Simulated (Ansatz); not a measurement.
A series of calculations on CH₁₁NSi₃

## 1. Relaxation

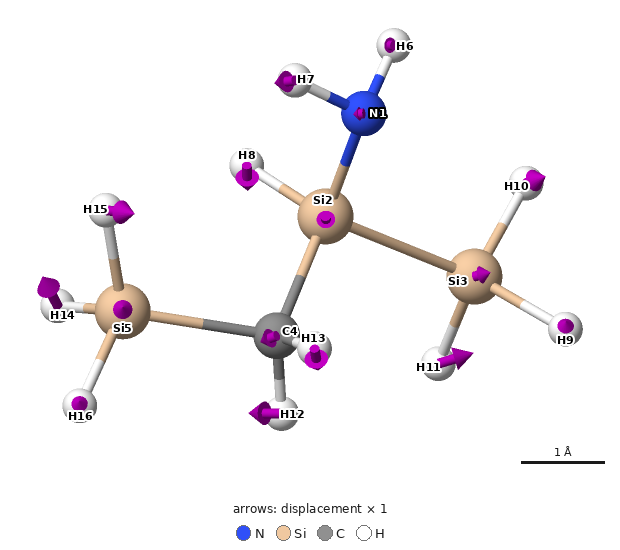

A relaxation of CH$_{11}$NSi$_{3}$. The starting structure is drawn; purple arrows show the displacements, at their true length. The two geometries are superimposed by the best rigid fit.

A ball-and-stick model, seen at a tilt.

The run prepares an end point of a later path (inversion) calculation, from a guessed geometry.

All numbers below come from RKS BLYP-D4/STO-3G in Ansatz.

Input file:
```yaml
crystal:
  periodic: [false, false, false]
  atoms:
    - { symbol: "N", position_ang: [0.4439, 1.7504, -0.8533] }
    - { symbol: Si, position_ang: [0.4226, 0.14, -0.4317] }
    - { symbol: Si, position_ang: [2.5261, -0.5497, 0.2697] }
    - { symbol: C, position_ang: [-0.6936, -0.2091, 0.9269] }
    - { symbol: Si, position_ang: [-2.4346, -0.4624, 0.1651] }
    - { symbol: H, position_ang: [1.0799, 1.9957, -1.5988] }
    - { symbol: H, position_ang: [-0.4794, 2.0434, -1.2675] }
    - { symbol: H, position_ang: [0.1534, -0.5698, -1.6879] }
    - { symbol: H, position_ang: [2.9399, 0.1735, 1.5788] }
    - { symbol: H, position_ang: [3.5615, -0.2469, -0.7529] }
    - { symbol: H, position_ang: [2.5306, -2.0164, 0.5606] }
    - { symbol: H, position_ang: [-0.4643, -1.1236, 1.4833] }
    - { symbol: H, position_ang: [-0.8278, 0.6165, 1.6519] }
    - { symbol: H, position_ang: [-2.4804, -1.6246, -0.7002] }
    - { symbol: H, position_ang: [-2.8761, 0.7285, -0.5745] }
    - { symbol: H, position_ang: [-3.4246, -0.6681, 1.2749] }
basis:
  gaussian: { orbitals: STO-3G }
hamiltonian:
  xc: blyp
  dispersion: d4
relax:
  f_tol: 0.015
  max_steps: 40
```

Launched with:
```bash
ansatz run input.yaml --threads 1 --pin off --max-ram 2048MiB --backend cpu --events-out ev --progress --plain --runs-dir out
```

Q: What happened in the run?

A: H14 moves most after the best rigid fit: 0.61 Å. Largest moves by element: H 0.61 Å, Si 0.27 Å, C 0.27 Å, N 0.14 Å. Some distances before and after: N1–Si2 1.665 → 1.816 Å, Si2–C4 1.793 → 1.894 Å, Si3–H9 1.552 → 1.454 Å, N1–H6 1.010 → 1.070 Å. Among the angles between lasting bonds that change: C4–Si2–H8 116.1° → 107.1°, Si2–N1–H6 115.5° → 107.1°, N1–Si2–H8 104.7° → 112.7°. Groups turn about Si2–C4 by about 25°. Over 16 accepted moves (17 points after the start) the energy falls by 0.932 eV. Largest force component: 3.7 eV/Å at the start, 0.006 eV/Å at the end. The line search rejected the trial step at point 16 of the run. The run took 46 s on 1 thread of Intel(R) Xeon(R) 6975P-C (Granite Rapids) (shared host), peak memory 0.15 GiB.

Limits of the set-up: STO-3G is a minimal basis, so the numbers are rough.

## 2. Relaxation

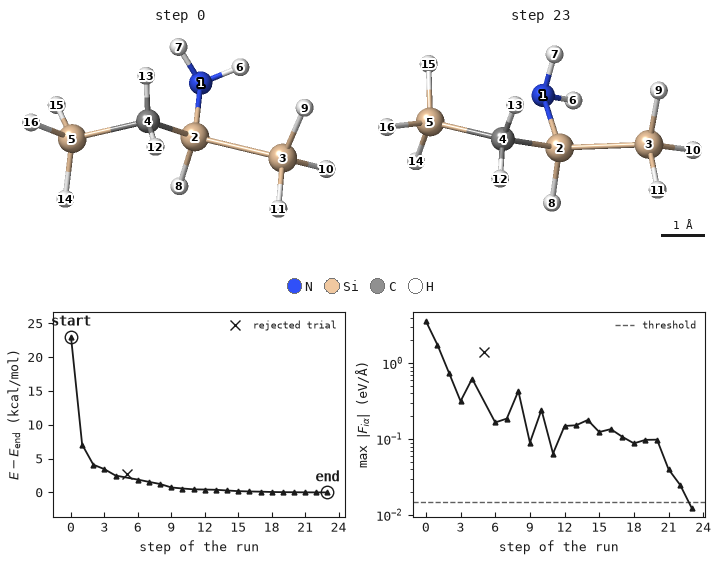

First and last geometry of a relaxation of CH₁₁NSi₃, with the history of the run. A ball-and-stick model, seen from a free direction.

The run prepares an end point of a later path (inversion) calculation, from a guessed geometry.

All numbers below come from Ansatz 0.2.0, RKS BLYP-D4/STO-3G.

Input file:
```yaml
crystal:
  periodic: [false, false, false]
  atoms:
    - { symbol: "N", position_ang: [0.4439, 1.7504, -0.8533] }
    - { symbol: Si, position_ang: [0.4226, 0.14, -0.4317] }
    - { symbol: Si, position_ang: [2.5261, -0.5497, 0.2697] }
    - { symbol: C, position_ang: [-0.6936, -0.2091, 0.9269] }
    - { symbol: Si, position_ang: [-2.4346, -0.4624, 0.1651] }
    - { symbol: H, position_ang: [1.33931, 2.21001, -0.76708] }
    - { symbol: H, position_ang: [-0.14347, 2.32093, -0.19044] }
    - { symbol: H, position_ang: [0.1534, -0.5698, -1.6879] }
    - { symbol: H, position_ang: [2.9399, 0.1735, 1.5788] }
    - { symbol: H, position_ang: [3.5615, -0.2469, -0.7529] }
    - { symbol: H, position_ang: [2.5306, -2.0164, 0.5606] }
    - { symbol: H, position_ang: [-0.4643, -1.1236, 1.4833] }
    - { symbol: H, position_ang: [-0.8278, 0.6165, 1.6519] }
    - { symbol: H, position_ang: [-2.4804, -1.6246, -0.7002] }
    - { symbol: H, position_ang: [-2.8761, 0.7285, -0.5745] }
    - { symbol: H, position_ang: [-3.4246, -0.6681, 1.2749] }
basis:
  gaussian: { orbitals: STO-3G }
hamiltonian:
  xc: blyp
  dispersion: d4
relax:
  f_tol: 0.015
  max_steps: 40
output:
  orbitals: {}
```

Command:
```bash
ansatz run input.yaml --threads 1 --pin off --max-ram 2048MiB --backend cpu --events-out ev --progress --plain --runs-dir out
```

### Read the history and describe the run.

It converged. The largest move after the best rigid fit is that of H6, 1.25 Å. Largest moves by element: H 1.25 Å, N 0.51 Å, C 0.45 Å, Si 0.40 Å. Near-neighbour distances that change, for instance: N1–Si2 1.665 → 1.812 Å, Si2–C4 1.793 → 1.893 Å, Si3–H9 1.552 → 1.456 Å, N1–H6 1.010 → 1.069 Å. Among the angles between lasting bonds that change: Si2–N1–H6 115.5° → 107.8°, N1–Si2–C4 112.8° → 105.6°, C4–Si2–H8 116.1° → 109.1°. Groups turn about N1–Si2 by about 60°, Si2–C4 by about 45°. The energy falls by 23.0 kcal/mol in 22 accepted moves (23 points after the start). Largest force component: 3.6 eV/Å at the start, 0.012 eV/Å at the end. The line search rejected the trial step at point 5 of the run.

```json
{"step": "0", "E − E(0), kcal/mol": "0.00", "largest force component, eV/Å": "3.5929", "note": ""}
{"step": "1", "E − E(0), kcal/mol": "-15.95", "largest force component, eV/Å": "1.7460", "note": ""}
{"step": "2", "E − E(0), kcal/mol": "-18.92", "largest force component, eV/Å": "0.7466", "note": ""}
{"step": "3", "E − E(0), kcal/mol": "-19.60", "largest force component, eV/Å": "0.3165", "note": ""}
{"step": "4", "E − E(0), kcal/mol": "-20.54", "largest force component, eV/Å": "0.6253", "note": ""}
{"step": "5", "E − E(0), kcal/mol": "-20.31", "largest force component, eV/Å": "1.3983", "note": "rejected"}
{"step": "6", "E − E(0), kcal/mol": "-21.14", "largest force component, eV/Å": "0.1659", "note": ""}
{"step": "7", "E − E(0), kcal/mol": "-21.47", "largest force component, eV/Å": "0.1865", "note": ""}
{"step": "8", "E − E(0), kcal/mol": "-21.79", "largest force component, eV/Å": "0.4301", "note": ""}
{"step": "9", "E − E(0), kcal/mol": "-22.30", "largest force component, eV/Å": "0.0901", "note": ""}
{"step": "10", "E − E(0), kcal/mol": "-22.45", "largest force component, eV/Å": "0.2431", "note": ""}
{"step": "11", "E − E(0), kcal/mol": "-22.58", "largest force component, eV/Å": "0.0647", "note": ""}
{"step": "12", "E − E(0), kcal/mol": "-22.61", "largest force component, eV/Å": "0.1491", "note": ""}
{"step": "13", "E − E(0), kcal/mol": "-22.64", "largest force component, eV/Å": "0.1524", "note": ""}
{"step": "14", "E − E(0), kcal/mol": "-22.75", "largest force component, eV/Å": "0.1788", "note": ""}
{"step": "15", "E − E(0), kcal/mol": "-22.84", "largest force component, eV/Å": "0.1241", "note": ""}
{"step": "16", "E − E(0), kcal/mol": "-22.89", "largest force component, eV/Å": "0.1355", "note": ""}
{"step": "17", "E − E(0), kcal/mol": "-22.92", "largest force component, eV/Å": "0.1073", "note": ""}
{"step": "18", "E − E(0), kcal/mol": "-22.97", "largest force component, eV/Å": "0.0881", "note": ""}
{"step": "19", "E − E(0), kcal/mol": "-22.99", "largest force component, eV/Å": "0.0979", "note": ""}
{"step": "20", "E − E(0), kcal/mol": "-23.00", "largest force component, eV/Å": "0.0984", "note": ""}
{"step": "21", "E − E(0), kcal/mol": "-23.02", "largest force component, eV/Å": "0.0400", "note": ""}
{"step": "22", "E − E(0), kcal/mol": "-23.03", "largest force component, eV/Å": "0.0249", "note": ""}
{"step": "23", "E − E(0), kcal/mol": "-23.03", "largest force component, eV/Å": "0.0124", "note": ""}
```

Limits of the set-up: STO-3G is a minimal basis, so the numbers are rough.

## 3. Path

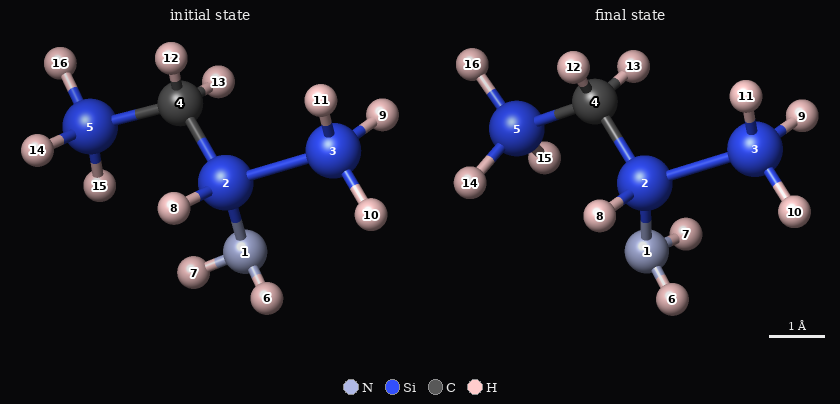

The two relaxed end points of a path for CH11NSi3. Style: ball-and-stick. Shown at a tilt.

Method: RKS BLYP-D4/STO-3G in Ansatz 0.2.0.

Set-up: 5 movable images; climbing image; force threshold 0.05 eV/Å; iteration limit 60.

Start:
```xyz
16

N     0.3525    1.6609   -0.9186
Si    0.5409   -0.0843   -0.4531
Si    2.6509   -0.3741    0.3396
C    -0.7870   -0.4474    0.8476
Si   -2.5642   -0.2334    0.2427
H     1.0472    1.8524   -1.7095
H    -0.5809    1.7507   -1.4342
H     0.3054   -1.0016   -1.5781
H     2.8683    0.3644    1.5735
H     3.6420    0.0728   -0.6285
H     2.9106   -1.7798    0.6135
H    -0.6581   -1.4844    1.2122
H    -0.6228    0.2102    1.7214
H    -2.8332   -1.1546   -0.8510
H    -2.7786    1.1202   -0.2453
H    -3.5159   -0.4948    1.3123
```

End:
```xyz
16

N    -0.0178    1.3018   -1.3371
Si    0.5121   -0.2292   -0.5244
Si    2.6173   -0.2515    0.3717
C    -0.7963   -0.5827    0.7976
Si   -2.5494   -0.1331    0.2437
H     0.6751    1.5097   -2.1246
H     0.1722    2.1135   -0.6668
H     0.4271   -1.2477   -1.5659
H     2.7561    0.7438    1.4251
H     3.6301    0.0437   -0.6320
H     2.9415   -1.5479    0.9506
H    -0.7586   -1.6563    1.0630
H    -0.5591   -0.0297    1.7261
H    -2.8327   -0.6927   -1.0681
H    -2.7211    1.3095    0.1994
H    -3.5192   -0.6739    1.1861
```

What barrier does the band find between them, and by what path?

Answer. The energy climbs by 2.49 kcal/mol to image 2 and then falls by 3.71 kcal/mol, so the end point sits at −1.22 kcal/mol. The motion is an umbrella inversion at N1. No bond forms or breaks between the ends. Bond angles that change up to the highest image, for instance: Si2–N1–H7 107.1° → 124.3°, Si2–N1–H6 107.1° → 123.5°. The band converged in 26 iterations, with a climbing image at the top. At the top, the vibrational analysis gives one imaginary mode (370i cm⁻¹), as a transition state must have.

Energies of the converged images:

| image | path (Å) | E (kcal/mol) |
| --- | --- | --- |
| 0 | 0.00 | 0.00 |
| 1 | 1.20 | 1.24 |
| 2 | 2.39 | 2.49 |
| 3 | 2.86 | -0.04 |
| 4 | 3.32 | -0.98 |
| 5 | 3.78 | -1.16 |
| 6 | 4.24 | -1.22 |

The geometry at the top of the path:

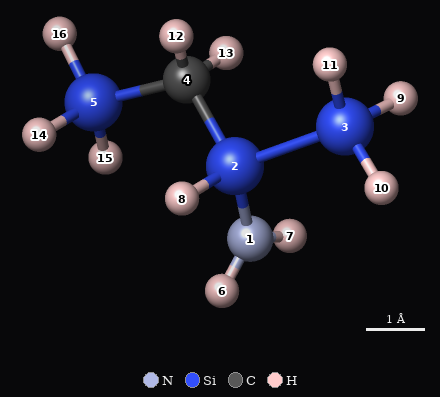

Limits of the set-up: STO-3G is a minimal basis, so the numbers are rough.

The run took 4.3 min on 1 thread of Intel(R) Xeon(R) 6975P-C (Granite Rapids) (shared host), peak memory 0.13 GiB.
